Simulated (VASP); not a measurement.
Band structure of Be₂C (antifluorite). Computed with optB86b-vdW, VASP's PBE PAW potentials (set 64) (plane waves; VASP).

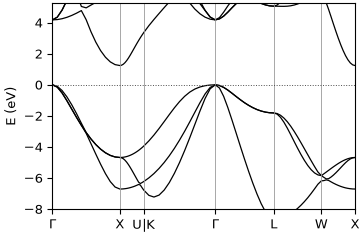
Figure: Bands along high-symmetry lines, zero at the valence-band maximum or, without a gap, the Fermi level

Read the plot: is there a gap, and where are the band edges?

The gap is indirect, 1.24 eV, from the valence maximum at Γ to the conduction minimum at X. (Edges off the drawn lines would not show.)

The compound is Be2C in the antifluorite structure. It was relaxed first.
